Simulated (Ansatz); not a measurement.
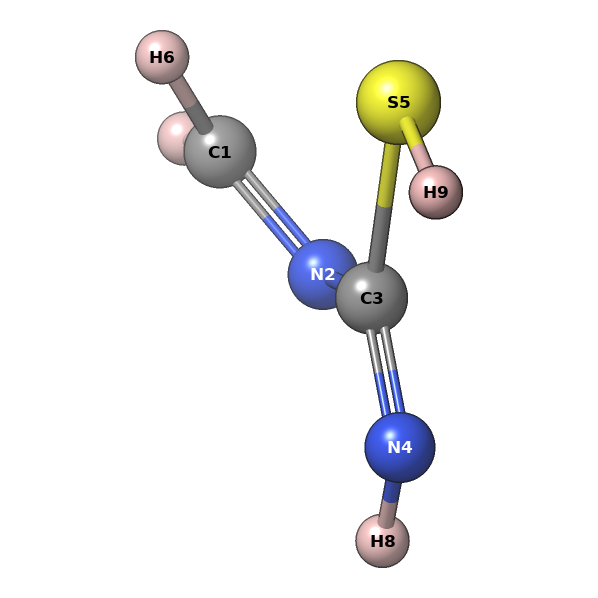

N2 lies behind C3. The molecule seen a little off the C3–N2 bond, C3 in front. Atoms fade into the background with distance from the viewer. Computed geometry: PBE-D4/def2-SVP optimisation. No frequency run is at hand to confirm it as a minimum.

**What is the torsion angle S5–C3–N2–C1? The sign is positive where the front bond must turn clockwise to cover the back bond.**

−36°, synclinal (gauche).
